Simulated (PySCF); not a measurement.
Potential energy curve for H3BO, SMILES BO, singlet. The B1–O4 bond (B1 also carries H, H; O4 carries H) is varied alone, starting from the PBE0/def2-TZVP optimised geometry.

```
5

B      0.0000     0.0000     0.0000
H     -0.0001    -1.0341    -0.6122
H      0.0000     1.0674    -0.5394
O      0.0000     0.0000     1.3477
H      0.0004    -0.8809     1.7310
```

Levels: UKS-B3LYP/LANL2DZ = PySCF with unrestricted B3LYP/LANL2DZ; UKS-CAM-B3LYP = PySCF 2.14.0 with unrestricted CAM-B3LYP/6-31G; UKS-LDA (SVWN5)/6-31G* = unrestricted LDA (SVWN5)/6-31G*, spherical d run with PySCF; UHF/6-31G* = unrestricted Hartree-Fock/6-31G*, spherical d run with PySCF.

Energies are in kJ/mol, each relative to the lowest point of its own curve near equilibrium.

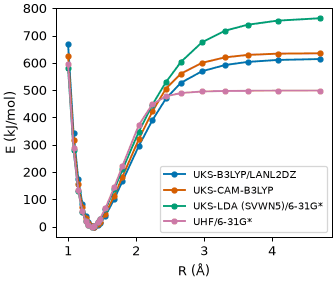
*Energy against bond length for each method.*

```
R / Å  UKS-B3LYP/LANL2DZ  UKS-CAM-B3LYP  UKS-LDA (SVWN5)/6-31G*  UHF/6-31G*
-----  -----------------  -------------  ----------------------  ----------
1.00               669.3          626.8                   579.5       594.0
1.08               344.3          317.3                   282.0       288.4
1.15               173.2          155.9                   130.4       132.7
1.21                83.7           72.6                    55.1        55.6
1.26                38.1           31.1                    19.9        19.7
1.30                16.1           11.7                     5.3         5.0
1.35                 2.3            0.8                     0.0         0.0
1.38                 0.0            0.0                     2.3         2.7
1.44                 5.5            8.2                    16.2        17.7
1.47                12.3           16.3                    26.8        28.9
1.55                39.7           46.8                    63.2        67.4
1.68               101.5          113.5                   136.5       145.0
1.80               166.5          182.8                   209.2       222.3
2.04               295.3          320.0                   347.4       371.9
2.24               389.9          421.9                   446.6       448.5
2.44               469.4          505.8                   529.6       477.2
2.66               527.0          560.5                   603.4       489.4
2.97               569.2          599.9                   675.4       495.0
3.31               592.0          620.1                   717.8       496.9
3.64               603.3          628.9                   739.5       497.6
4.08               610.5          633.5                   754.5       498.2
4.70               613.8          635.0                   763.2       498.4
```

At the longest distance, 4.70 Å, UKS-LDA (SVWN5)/6-31G* lies highest above its minimum (763.2 kJ/mol) and UHF/6-31G* lowest (498.4 kJ/mol).

The unrestricted determinant behind UKS-B3LYP/LANL2DZ, UKS-CAM-B3LYP is spin-contaminated at 2.44 to 4.70 Å (<S²> up to 1.0, against 0.00 for a pure singlet). The unrestricted determinant behind UKS-LDA (SVWN5)/6-31G* is spin-contaminated at 2.97 to 4.70 Å (<S²> up to 0.9, against 0.00 for a pure singlet). The unrestricted determinant behind UHF/6-31G* is spin-contaminated at 2.24 to 4.70 Å (<S²> up to 1.0, against 0.00 for a pure singlet).
